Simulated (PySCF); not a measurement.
**[Re2]−: structure and properties**

Aim: find the relaxed shape of [Re2]−, test it by its vibrations, and read charges and levels. The structure is generated, not taken from experiment.

The runs use PySCF 2.14.0; PBE, Re def2-SVP with ECP60; scalar-relativistic core potentials, no spin–orbit coupling.

3 further runs of the same task are left out: 2 for a known fault of the program, 1 that didn't finish.

### 1 The starting structure

2 atoms, charge -1, spin multiplicity 2.

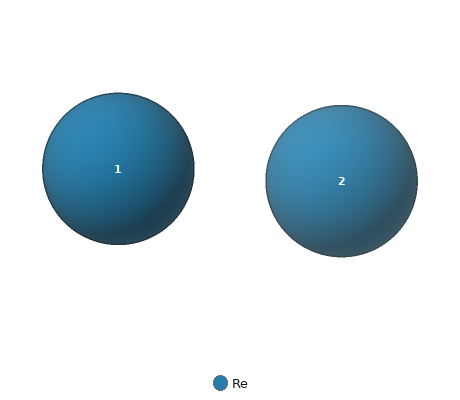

The starting geometry (rhenium blue); atoms are numbered from 1 in the order of the file.

Coordinates:

```xyz
2
Re2
Re    0.0000    0.0000    1.2000
Re    0.0000    0.0000   -1.2000
```

### 2 SCF at the start, doublet

run.py (the lines that set the calculation)

```python
mol = gto.M(atom='''
Re     0.00000     0.00000     1.20000
Re     0.00000     0.00000    -1.20000''',
    basis={'Re': 'def2-SVP'},
    ecp={'Re': 'def2-SVP'},
    charge=-1, spin=1)
mf = dft.UKS(mol, xc='PBE')
mf.grids.atom_grid = (50, 194)
mf = mf.density_fit()  # fitting sets: Re def2-universal-JKFIT
mf.conv_tol = 1e-08; mf.max_cycle = 55
mf.kernel(dm0)  # dm0: free metal ions and neutral atoms
```

Run with:

```
> OMP_NUM_THREADS=2 python run.py
```

Output:

```text
init E= -157.230356651436
  HOMO = 0.130388782242  LUMO = 0.135130840049  gap/eV = 0.12904
cycle= 1 E= -155.911433369719  delta_E= 1.32  |g|= 0.887  |ddm|= 2.45
  HOMO = -0.334685005512  LUMO = -0.333216177452  gap/eV = 0.03997
cycle= 2 E= -154.716022721215  delta_E=  1.2  |g|= 1.32  |ddm|= 3.55
  HOMO = 0.0462869284189  LUMO = 0.0513408074817  gap/eV = 0.13752
cycle= 3 E= -156.501399574305  delta_E= -1.79  |g|= 0.198  |ddm|= 3.55
  HOMO = 0.0478289665938  LUMO = 0.0602650825908  gap/eV = 0.33840
cycle= 4 E= -156.506886682954  delta_E= -0.00549  |g|= 0.167  |ddm|= 0.611
  HOMO = 0.0461726262015  LUMO = 0.0614782964512  gap/eV = 0.41649
cycle= 5 E= -156.517798639043  delta_E= -0.0109  |g|= 0.0623  |ddm|= 0.434
  HOMO = 0.0311269982731  LUMO = 0.0480547248306  gap/eV = 0.46063
cycle= 6 E= -156.520662577279  delta_E= -0.00286  |g|= 0.00933  |ddm|=  0.2
  HOMO = 0.0293065479437  LUMO = 0.0463441246985  gap/eV = 0.46362
cycle= 7 E= -156.520761258572  delta_E= -9.87e-05  |g|= 0.00295  |ddm|= 0.0803
  HOMO = 0.0295597864775  LUMO = 0.0466064254998  gap/eV = 0.46386
cycle= 8 E= -156.520771767408  delta_E= -1.05e-05  |g|= 0.00148  |ddm|= 0.021
  HOMO = 0.0294837838155  LUMO = 0.0465707053454  gap/eV = 0.46496
cycle= 9 E= -156.520663525571  delta_E= 0.000108  |g|= 0.0172  |ddm|= 0.0115
  HOMO = 0.0293361110976  LUMO = 0.0465019205809  gap/eV = 0.46711
cycle= 10 E= -156.520774401281  delta_E= -0.000111  |g|= 0.000472  |ddm|= 0.0139
  HOMO = 0.0293912844813  LUMO = 0.0466176957513  gap/eV = 0.46875
...
  HOMO = 0.0293636005552  LUMO = 0.1466462538  gap/eV = 3.19142
cycle= 48 E= -156.520787343648  delta_E= 6.37e-08  |g|= 0.000374  |ddm|= 0.000781
  HOMO = 0.0293622104409  LUMO = 0.146642246043  gap/eV = 3.19135
cycle= 49 E= -156.520787328966  delta_E= 1.47e-08  |g|= 0.000285  |ddm|= 0.000625
  HOMO = 0.0293624419723  LUMO = 0.146639108565  gap/eV = 3.19126
cycle= 50 E= -156.520787344166  delta_E= -1.52e-08  |g|= 0.000211  |ddm|= 0.000573
  HOMO = 0.0293646108964  LUMO = 0.146638298286  gap/eV = 3.19118
cycle= 51 E= -156.520787384857  delta_E= -4.07e-08  |g|= 0.000177  |ddm|= 0.000564
  HOMO = 0.0293667935389  LUMO = 0.146640220261  gap/eV = 3.19117
cycle= 52 E= -156.520787409776  delta_E= -2.49e-08  |g|= 0.000147  |ddm|= 0.000415
  HOMO = 0.0293639958862  LUMO = 0.146634464564  gap/eV = 3.19109
cycle= 53 E= -156.52078742748  delta_E= -1.77e-08  |g|= 0.000136  |ddm|= 0.000484
  HOMO = 0.0293654647427  LUMO = 0.146639405834  gap/eV = 3.19119
cycle= 54 E= -156.520787415139  delta_E= 1.23e-08  |g|= 0.000157  |ddm|= 0.000179
  HOMO = 0.0293675800669  LUMO = 0.146642136292  gap/eV = 3.19120
cycle= 55 E= -156.520787403756  delta_E= 1.14e-08  |g|= 0.000201  |ddm|= 8.22e-05
SCF not converged.
  HOMO = 0.0293536136073  LUMO = 0.0466295744498  gap/eV = 0.47010
macro= 0  E= -156.520787340313  delta_E= 6.34427e-08  |g|= 0.000201463  1 KF 10 JK
macro= 1  E= -156.520787340313  delta_E= -8.52651e-14  |g|= 8.20266e-06  1 KF 2 JK
macro X = 2  E=-156.520787340313  |g|= 8.20266e-06  total 3 KF 15 JK
converged SCF energy = -156.520787340313  <S^2> = 0.78066709  2S+1 = 2.0304355
```

Run time: 38 s. Hardware: 2 threads of AMD EPYC 9R45 (Zen 5), shared host; peak memory 0.33 GiB.

Further starts and a stability analysis followed, whose logs aren't kept: the log above is the first start alone (where DIIS fails, smearing and a level shift add cycles). The lowest solution stands, and the values below are its own:

| start | energy (Eh) | cycles |
| --- | --- | --- |
| ions | -156.520787 | 173 |
| smeared | -156.520787 | 14 |
| after stability analysis | -156.536546 | – |

Result: E = -156.536546 Eh, HOMO 1.28 eV, LUMO 1.73 eV (over both spins), ⟨S²⟩ = 1.994, Mulliken charge on Re1 -0.54 e. The state is spin-contaminated. The highest filled level lies above zero; it isn't the detachment energy.

### 3 SCF at the start, quartet

Changes to run.py (the lines that set the calculation) since step 2:

```diff
@@ -5,3 +5,3 @@
     ecp={'Re': 'def2-SVP'},
-    charge=-1, spin=1)
+    charge=-1, spin=3)
 mf = dft.UKS(mol, xc='PBE')
```

Run with:

```
> OMP_NUM_THREADS=2 python run.py
```

Output:

```text
init E= -157.122506502571
cycle= 1 E= -155.6362255368  delta_E= 1.49  |g|= 0.981  |ddm|= 2.55
cycle= 2 E= -154.482080966808  delta_E= 1.15  |g|= 1.41  |ddm|= 3.81
cycle= 3 E= -156.473164447603  delta_E= -1.99  |g|= 0.172  |ddm|= 3.33
  HOMO = 0.0735581100502  LUMO = 0.075918796082  gap/eV = 0.06424
cycle= 4 E= -156.501205876533  delta_E= -0.028  |g|= 0.177  |ddm|= 1.61
  HOMO = 0.0548521559937  LUMO = 0.0636818442092  gap/eV = 0.24027
cycle= 5 E= -156.520349246474  delta_E= -0.0191  |g|= 0.0947  |ddm|= 0.545
  HOMO = 0.0526099943248  LUMO = 0.0641879233367  gap/eV = 0.31505
cycle= 6 E= -156.522551562534  delta_E= -0.0022  |g|= 0.078  |ddm|= 0.208
  HOMO = 0.0415486775828  LUMO = 0.0566422272105  gap/eV = 0.41072
cycle= 7 E= -156.526834331484  delta_E= -0.00428  |g|= 0.0255  |ddm|= 0.213
  HOMO = 0.0365317058731  LUMO = 0.0524563182274  gap/eV = 0.43333
cycle= 8 E= -156.527402387356  delta_E= -0.000568  |g|= 0.0014  |ddm|= 0.107
  HOMO = 0.0362826756113  LUMO = 0.0524288230436  gap/eV = 0.43936
cycle= 9 E= -156.527403234111  delta_E= -8.47e-07  |g|= 0.00259  |ddm|= 0.0131
  HOMO = 0.0362856081985  LUMO = 0.0524357678429  gap/eV = 0.43947
cycle= 10 E= -156.527402206004  delta_E= 1.03e-06  |g|= 0.00302  |ddm|= 0.00387
  HOMO = 0.0363234964667  LUMO = 0.0525029097621  gap/eV = 0.44026
cycle= 11 E= -156.527406349821  delta_E= -4.14e-06  |g|= 0.000165  |ddm|= 0.00395
  HOMO = 0.0363672078995  LUMO = 0.0525436190362  gap/eV = 0.44018
cycle= 12 E= -156.527406380244  delta_E= -3.04e-08  |g|= 1e-05  |ddm|= 0.00136
  HOMO = 0.0363708789054  LUMO = 0.0525465021873  gap/eV = 0.44016
cycle= 13 E= -156.527406380651  delta_E= -4.08e-10  |g|= 2.28e-06  |ddm|= 0.000294
  HOMO = 0.0363695733856  LUMO = 0.0525453621897  gap/eV = 0.44017
Extra cycle  E= -156.52740638064  delta_E= 1.18e-11  |g|= 5.64e-06  |ddm|= 2.38e-05
converged SCF energy = -156.52740638064  <S^2> = 3.9567072  2S+1 = 4.1020518
```

Wall time 5.6 s (2 threads of AMD EPYC 9R45 (Zen 5), shared host); peak memory 0.36 GiB.

Further starts and a stability analysis followed, whose logs aren't kept: the log above is the first start alone (where DIIS fails, smearing and a level shift add cycles). The lowest solution stands, and the values below are its own:

| start | energy (Eh) | cycles |
| --- | --- | --- |
| ions | -156.527406 | 13 |
| smeared | -156.527406 | 9 |

Read off: E = -156.527406 Eh, HOMO 0.99 eV, LUMO 1.43 eV (over both spins), ⟨S²⟩ = 3.957, Mulliken charge on Re1 -0.50 e. The highest filled level lies above zero; it isn't the detachment energy.

### 4 Relaxation, doublet

Steps are kept in the start's point group, D∞h.

run.py (the lines that set the calculation)

```python
mol = gto.M(atom='''
Re     0.00000     0.00000     1.20000
Re     0.00000     0.00000    -1.20000''',
    basis={'Re': 'def2-SVP'},
    ecp={'Re': 'def2-SVP'},
    charge=-1, spin=1)
mf = dft.UKS(mol, xc='PBE')
mf.grids.atom_grid = (50, 194)
mf = mf.density_fit()  # fitting sets: Re def2-universal-JKFIT
mf.conv_tol = 1e-08; mf.max_cycle = 55
mf.kernel(dm0)  # dm0: an SCF of this state at this start
# quasi-Newton relaxation in Cartesian coordinates to a largest gradient under 0.00045 Eh/bohr, steps kept in the point group
```

Run with:

```
> OMP_NUM_THREADS=2 python run.py
```

No log is kept here; the results follow.

It took 14 s on 2 threads of AMD EPYC 9R45 (Zen 5), shared host.

Relaxation path:

| step | energy from step 1 (eV) | largest force component (eV/Å) |
| --- | --- | --- |
| 1 | 0.0000 | 4.7542 |
| 2 | -0.7981 | 3.3067 |
| 3 | -1.0094 | 1.1634 |
| 4 | -1.0247 | 0.3304 |
| 5 | -1.0260 | 0.0228 |
| 6 | -1.0260 | 0.0002 |

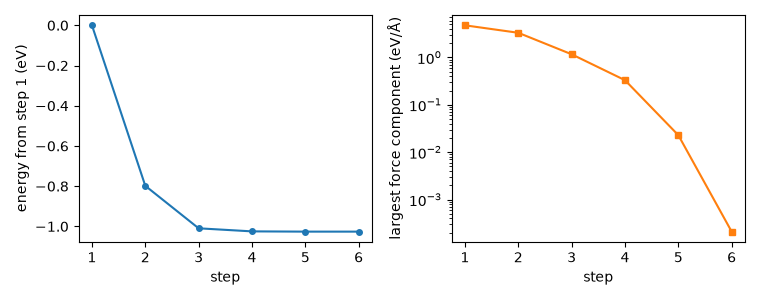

Energy and largest force along the relaxation.

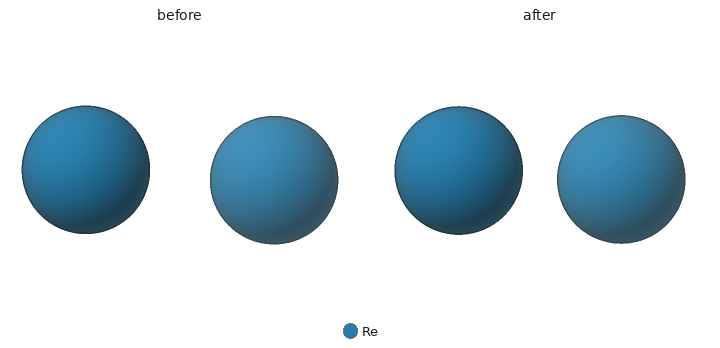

The geometry before (left) and after (right).

The bond:

| bond | before (Å) | after (Å) | change (Å) |
| --- | --- | --- | --- |
| Re1–Re2 | 2.400 | 2.074 | -0.326 |

It ends in D∞h at E = -156.574250 Eh.

```xyz
2

Re    0.0000    0.0000    1.0369
Re    0.0000    0.0000   -1.0369
```

### 5 Relaxation, quartet

Steps are kept in the start's point group, D∞h.

Changes to run.py (the lines that set the calculation) since step 4:

```diff
@@ -5,3 +5,3 @@
     ecp={'Re': 'def2-SVP'},
-    charge=-1, spin=1)
+    charge=-1, spin=3)
 mf = dft.UKS(mol, xc='PBE')
```

Run with:

```
> OMP_NUM_THREADS=2 python run.py
```

No log is kept here; the results follow.

Wall time 14 s (2 threads of AMD EPYC 9R45 (Zen 5), shared host).

Step by step:

| step | energy from step 1 (eV) | largest force component (eV/Å) |
| --- | --- | --- |
| 1 | 0.0000 | 5.1197 |
| 2 | -0.7273 | 1.5822 |
| 3 | -0.7373 | 1.5720 |
| 4 | -0.7668 | 0.1593 |
| 5 | -0.7671 | 0.0142 |
| 6 | -0.7671 | 0.0001 |

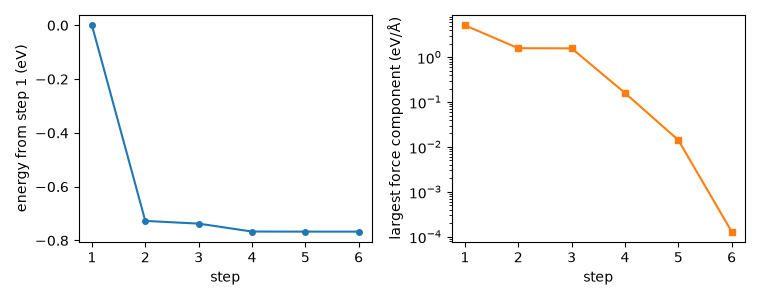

Energy and force, step by step.

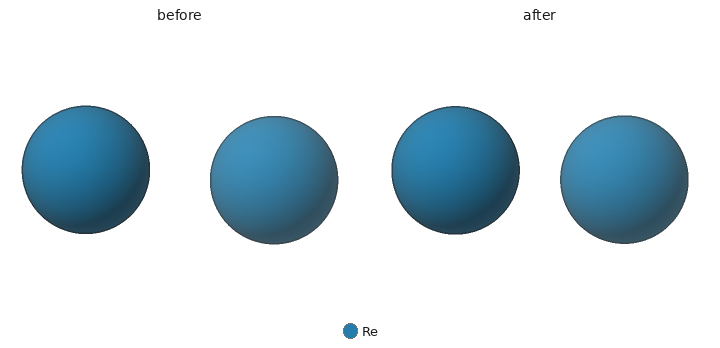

Before and after, at one scale.

The bond:

| bond | before (Å) | after (Å) | change (Å) |
| --- | --- | --- | --- |
| Re1–Re2 | 2.400 | 2.153 | -0.247 |

It ends in D∞h at E = -156.555597 Eh.

```
Re    0.00000    0.00000    1.07664
Re    0.00000    0.00000   -1.07664
```

### 6 Harmonic vibrations

run.py (the lines that set the calculation)

```python
mol = gto.M(atom='''
Re     0.00000     0.00000     1.03687
Re     0.00000     0.00000    -1.03687''',
    basis={'Re': 'def2-SVP'},
    ecp={'Re': 'def2-SVP'},
    charge=-1, spin=1)
mf = dft.UKS(mol, xc='PBE')
mf.grids.atom_grid = (50, 194)
mf = mf.density_fit()  # fitting sets: Re def2-universal-JKFIT
mf.conv_tol = 1e-10; mf.max_cycle = 55
mf.kernel(dm0)  # dm0: the density of the relaxed state
# Hessian and dipole derivatives by central differences of gradients, 0.02 bohr
```

Run with:

```
> OMP_NUM_THREADS=2 python run.py
```

No log is kept here; the results follow.

It took 6.3 s on 2 threads of AMD EPYC 9R45 (Zen 5), shared host.

Point group D∞h; negative numbers are unstable modes, and those under 60 cm⁻¹ are near the numerical noise:

| cm⁻¹ | km/mol | symmetry |
| --- | --- | --- |
| 361 | 0.0 | σg+ |

### 7 Charges, bond orders and levels

run.py (the lines that set the calculation)

```python
mol = gto.M(atom='''
Re     0.00000     0.00000     1.03687
Re     0.00000     0.00000    -1.03687''',
    basis={'Re': 'def2-SVP'},
    ecp={'Re': 'def2-SVP'},
    charge=-1, spin=1)
mf = dft.UKS(mol, xc='PBE')
mf.grids.atom_grid = (75, 302)
mf = mf.density_fit()  # fitting sets: Re def2-universal-JKFIT
mf.conv_tol = 1e-09; mf.max_cycle = 55
mf.kernel(dm0)  # dm0: the density of the relaxed state
```

Run with:

```
> OMP_NUM_THREADS=2 python run.py
```

Output:

```text
init E= -156.57425041128
  HOMO = 0.0435024586911  LUMO = 0.0607209161965  gap/eV = 0.46854
cycle= 1 E= -156.574250386871  delta_E= 2.44e-08  |g|= 0.000292  |ddm|= 0.000855
  HOMO = 0.043468338846  LUMO = 0.0606875876009  gap/eV = 0.46856
cycle= 2 E= -156.574240922591  delta_E= 9.46e-06  |g|= 0.005  |ddm|= 0.00327
  HOMO = 0.0434719730888  LUMO = 0.0606912332042  gap/eV = 0.46856
cycle= 3 E= -156.574250390347  delta_E= -9.47e-06  |g|= 0.000242  |ddm|= 0.00298
  HOMO = 0.0434887426277  LUMO = 0.0607078648633  gap/eV = 0.46856
cycle= 4 E= -156.574250421792  delta_E= -3.14e-08  |g|= 1.3e-05  |ddm|= 0.00057
  HOMO = 0.0434901981567  LUMO = 0.0607093039596  gap/eV = 0.46856
cycle= 5 E= -156.574250421909  delta_E= -1.16e-10  |g|= 3.23e-06  |ddm|= 4.94e-05
  HOMO = 0.0434910951547  LUMO = 0.0607101855671  gap/eV = 0.46856
Extra cycle  E= -156.574250421791  delta_E= 1.17e-10  |g|= 2.1e-05  |ddm|= 4.92e-05
converged SCF energy = -156.574250421791  <S^2> = 0.76361377  2S+1 = 2.0135678
```

It took 3.7 s on 2 threads of AMD EPYC 9R45 (Zen 5), shared host.

Read off: E = -156.574250 Eh, HOMO 1.18 eV, LUMO 1.48 eV (over both spins), ⟨S²⟩ = 0.764, Mulliken charge on Re1 -0.50 e, largest force component 0.001 eV/Å. The highest filled level lies above zero; it isn't the detachment energy.

Löwdin charges:

| atom | value (e) |
| --- | --- |
| Re1 | -0.50 |
| Re2 | -0.50 |

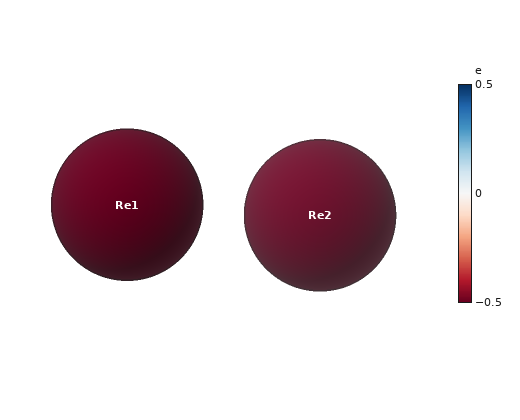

Löwdin charges, as colours on the atoms.

Mulliken charges: Re1 -0.50, Re2 -0.50 e. Spin: Re1 +0.50, Re2 +0.50.

Contacts and Mayer bond orders:

| contact | distance (Å) | bond order |
| --- | --- | --- |
| Re2–Re1 | 2.074 | 4.77 |

Mulliken populations of Re1 outside the core potential: s 3.77, p 6.20, d 5.50, f 0.03.

Orbitals, density, ELF and potential are computed afterwards from the orbital file.

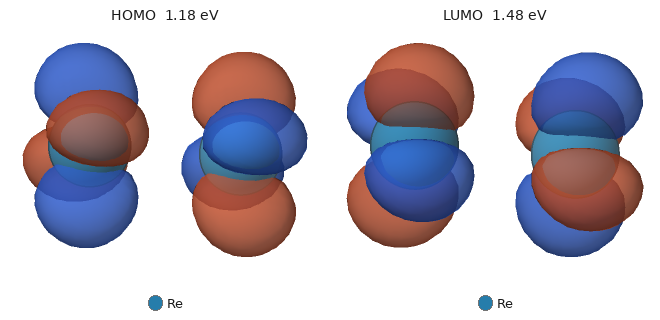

PBE orbitals (alpha spin) near the gap, drawn at the value that encloses 70 % of each; the two colours are the two signs.

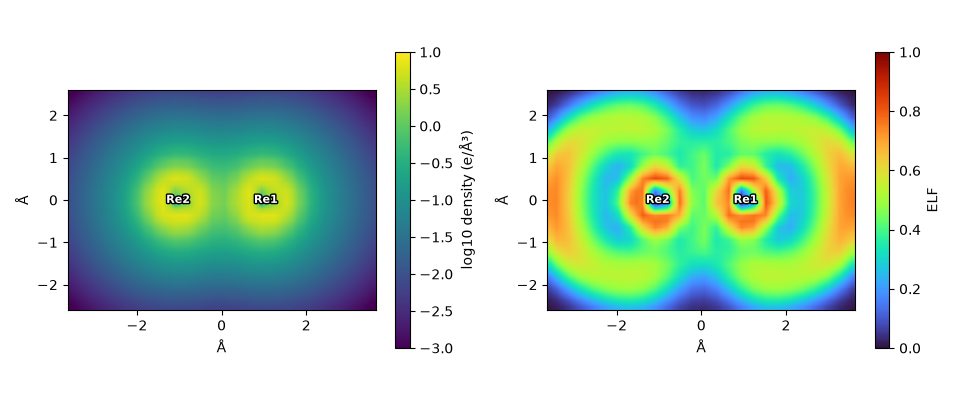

Density (left) and ELF (right) in a plane through or near 2 of the atoms.

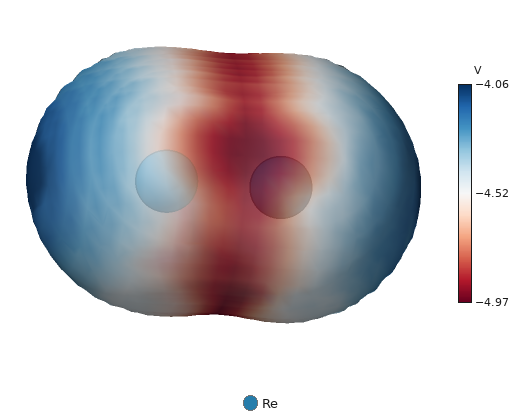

Electrostatic potential on the surface of density 0.002 e/bohr³; red is low, blue high. It runs, from the 1st to the 99th percentile, from -4.97 to -4.06 V.

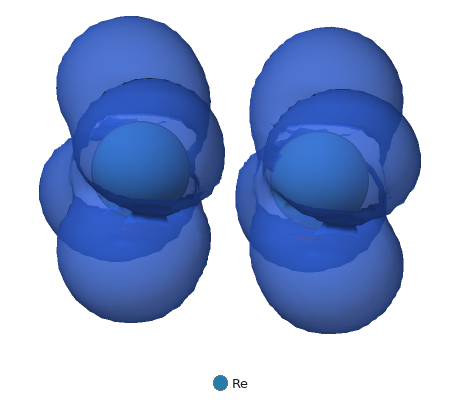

Spin density at ±0.01 e/Å³ (alpha excess blue, beta excess red).

### 8 What came out

```
                       quantity                                         value
          state and point group                                  doublet, D∞h
                          modes                       361 cm⁻¹, none unstable
              zero-point energy                                      0.022 eV
        ideal gas, 298 K, 1 bar                S = 266.5, Cp = 35.6 J/(mol K)
              shortest contacts                                        2.07 Å
                frontier levels  HOMO 1.18 eV, LUMO 1.48 eV (over both spins)
dipole about the centre of mass                                        0.00 D
            mean polarisability                                       24.0 Å³
```

In words: Relaxed, the doublet lies 0.51 eV under the quartet. All modes are real, so the structure is a minimum. One start shape was tried, so another isomer may lie lower. The bases are small and lack diffuse functions. Spin–orbit coupling is left out for this open shell, where it can reorder the states. Open shells may have lower solutions than the one found.
